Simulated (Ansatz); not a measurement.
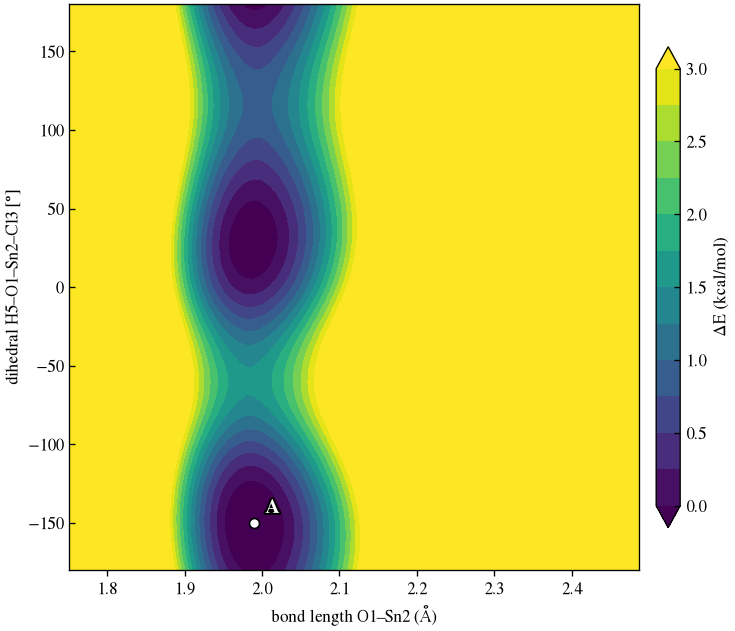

Cl2HOSn, SMILES [OH][Sn]([Cl])[Cl], spin multiplicity 2. 
- The first coordinate is: bond length O1–Sn2; the second: dihedral H5–O1–Sn2–Cl3.
- Nothing is relaxed (all other coordinates rigid).
- The scan uses a 9 × 10 grid.
- Energies: kcal/mol, counted from the lowest grid point.
- The calculation used UKS PBE0-D4/def2-SVP (Ansatz 0.2.0).

In the figure: filled contours, one colour for all values above the top of the scale, the point A. Between grid points the surface is interpolated.

**What is the easiest way out of the well at A, and how high is the barrier?**

The easiest path leads from the well at about bond length O1–Sn2 = 1.99 Å, dihedral H5–O1–Sn2–Cl3 = −150° to the well at about bond length O1–Sn2 = 1.99 Å, dihedral H5–O1–Sn2–Cl3 = 30°, about 0.11 kcal/mol higher (on a rigid scan; wells that are mirror images or exchange like atoms can differ by this much). Its highest point lies about 1.3 kcal/mol above the bottom of the first well on the interpolated surface, at about bond length O1–Sn2 = 1.99 Å, dihedral H5–O1–Sn2–Cl3 = 115°. The start is the relaxed structure and all else is held, so a fully relaxed path at this level can only be lower.

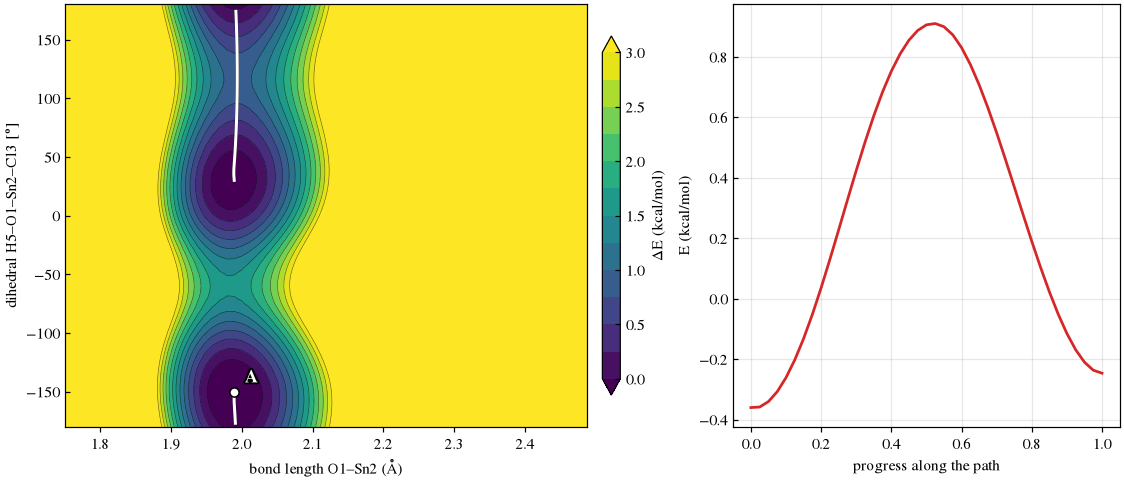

Drawn: filled contours, a line along the lowest path, one colour for all values above the top of the scale, the energy along the path at the right. Between grid points the surface is interpolated.
